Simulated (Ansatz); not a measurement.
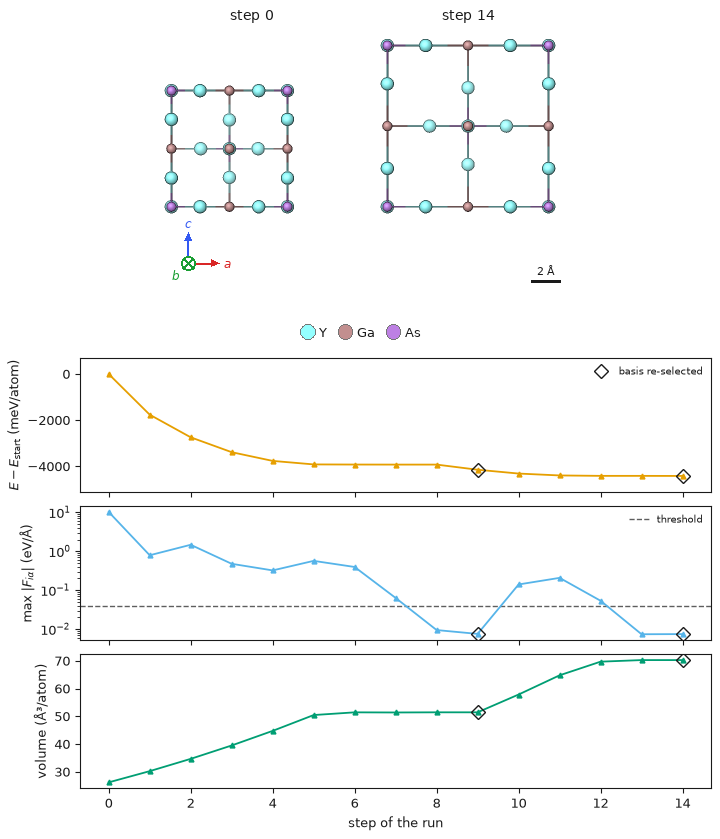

First and last geometry of a relaxation of crystalline Y₆Ga₃As (a generated structure, set up in Im-3m) (coarse preliminary run), with the history of the run. The picture is a ball-and-stick view of the conventional cell (2 times the calculation's cell), seen along the b axis. Lengths and directions refer to the drawn axes.

All numbers below come from DFT PBE, scalar-relativistic, plane waves, PAW (Ansatz).

The input:
```yaml
crystal:
  lattice:
    - [-4.03177384, 4.03177384, 4.03177384]
    - [4.03177384, -4.03177384, 4.03177384]
    - [4.03177384, 4.03177384, -4.03177384]
  atoms:
    - { symbol: "Y", position: [0.0, 0.75259342, 0.75259342] }
    - { symbol: "Y", position: [0.0, 0.24740658, 0.24740658] }
    - { symbol: "Y", position: [0.75259342, 0.0, 0.75259342] }
    - { symbol: "Y", position: [0.24740658, 0.0, 0.24740658] }
    - { symbol: "Y", position: [0.75259342, 0.75259342, 0.0] }
    - { symbol: "Y", position: [0.24740658, 0.24740658, 0.0] }
    - { symbol: Ga, position: [0.0, 0.5, 0.5] }
    - { symbol: Ga, position: [0.5, 0.0, 0.5] }
    - { symbol: Ga, position: [0.5, 0.5, 0.0] }
    - { symbol: As, position: [0.0, 0.0, 0.0] }
basis:
  ecutwfc: 420
kpoints:
  mp_grid: { grid: [4, 4, 4] }
hamiltonian:
  xc: pbe
scf:
  occupations: { method: gaussian, width: 0.1 }
  lower_state_search: "off"
output:
  forces: true
  stress: true
  eigenvalues: true
relax:
  adjacent_minimum: "off"
  f_tol: 0.04
  max_steps: 70
  cell: { stress_tol: 0.4 }
```

Run as
```bash
ansatz run input.yaml --threads 1 --pin off --max-ram 2560MiB --backend cpu --events-out ev --progress --plain --runs-dir out
```

Read the history and describe the run.

Answer. It converged. The largest moves relative to the cell, 0.11 Å, are those of Y1, Y2, Y3, Y4, Y5 and Y6. Y5 goes along +c. As and Ga stay in place. Cell: a = b = c 8.064 → 11.203 Å (+38.9 %). Volume +168.1 %. Some distances before and after: Y1–Y3 2.821 → 3.767 Å, Y1–Ga7 2.037 → 2.937 Å, Y1–As10 1.995 → 2.664 Å. The space group stays Im-3m (No. 229). The energy falls by 4415 meV per atom in 12 accepted moves (14 points after the start). Largest force component: 10 eV/Å at the start, 0.0075 eV/Å at the end. The pressure goes from 77.08 to 0.11 GPa. The SCF was repeated twice at an unchanged geometry on a basis and grid sized afresh for the cell, which shifted the energy by 222 meV per atom at most.

```csv
step,"E − E(0), meV/atom","largest force component, eV/Å","pressure, GPa","volume, Å³/atom",note
0,0.00,10.2287,77.08,26.215,
1,-1760.92,0.7899,45.55,30.257,
2,-2740.68,1.4684,27.89,34.686,
3,-3385.29,0.4765,15.85,39.517,
4,-3762.94,0.3224,7.68,44.775,
5,-3915.04,0.5670,0.77,50.480,
6,-3920.68,0.3948,-0.24,51.455,
7,-3922.93,0.0633,0.08,51.406,
8,-3922.98,0.0095,-0.03,51.464,
9,-4145.37,0.0075,5.64,51.464,"same geometry, new basis"
10,-4311.01,0.1404,2.98,57.879,
11,-4392.96,0.2074,1.21,64.806,
12,-4410.95,0.0535,0.14,69.725,
13,-4411.17,0.0074,0.01,70.294,
14,-4414.60,0.0075,0.11,70.294,"same geometry, new basis"
```
